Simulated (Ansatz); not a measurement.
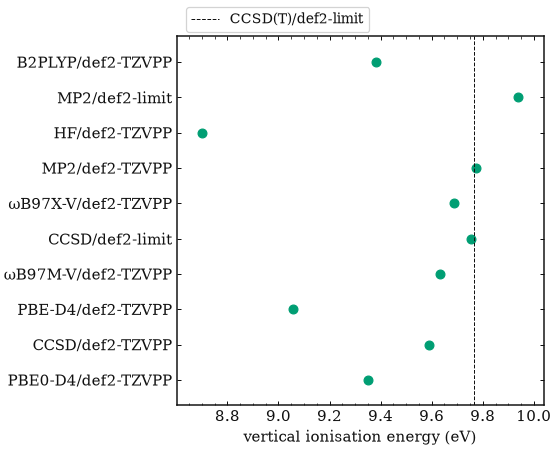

Vertical ionisation energy of GeH₄S₂, SMILES [SH][GeH2][SH], singlet, taken as the energy of the cation less that of the neutral at fixed geometry (unrestricted doublet cation, cores frozen in correlated methods, no spin-orbit coupling), the Ansatz code 0.2.0, at a PBE0-D4/def2-TZVP geometry (a minimum by its frequencies). Limit means an estimate of the basis limit from triple and quadruple zeta; for coupled cluster it is either extrapolated directly or built as the MP2 limit plus the step from MP2 in triple zeta. B2PLYP/def2-TZVPP holds a correlation term that converges slowly with the basis, so part of the distance to the limit is basis error. The distance of MP2/def2-TZVPP and CCSD/def2-TZVPP to the limit includes basis error.

Question: Which level comes closest to the line (CCSD(T)/def2-limit), and which misses most?

Answer: Closest MP2/def2-TZVPP (9.77 eV) and CCSD/def2-limit (9.75 eV), against 9.76 eV; farthest HF/def2-TZVPP (8.70 eV).

Question: Give the values.

Answer:
```
             level    eV  less CCSD(T)/def2-limit
 B2PLYP/def2-TZVPP  9.38                    −0.38
    MP2/def2-limit  9.94                     0.17
     HF/def2-TZVPP  8.70                    −1.06
    MP2/def2-TZVPP  9.77                     0.01
ωB97X-V/def2-TZVPP  9.69                    −0.08
   CCSD/def2-limit  9.75                    −0.01
ωB97M-V/def2-TZVPP  9.63                    −0.13
 PBE-D4/def2-TZVPP  9.06                    −0.71
   CCSD/def2-TZVPP  9.59                    −0.18
PBE0-D4/def2-TZVPP  9.35                    −0.41
CCSD(T)/def2-limit  9.76                     0.00
```

Limits of at least one run: no scalar relativity up to krypton; outer-core shells are correlated without core-valence functions, which makes the correlated values less sure.
